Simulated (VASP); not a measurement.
Band structure of TiB2 (AlB2 type). Computed with SCAN meta-GGA, VASP's PBE PAW potentials (set 64) (plane waves; VASP 6.6.1).

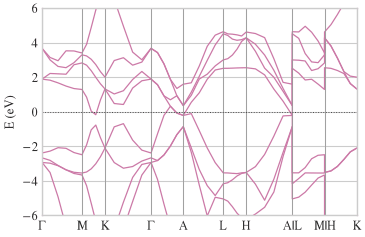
Bands along high-symmetry lines, zero at the valence-band maximum or, without a gap, the Fermi level

Task: Read the plot: is there a gap, and where are the band edges?

Result: It has no gap at this level: it comes out as a metal or semimetal.

The compound is TiB2 in the AlB2 type structure. It was relaxed first.
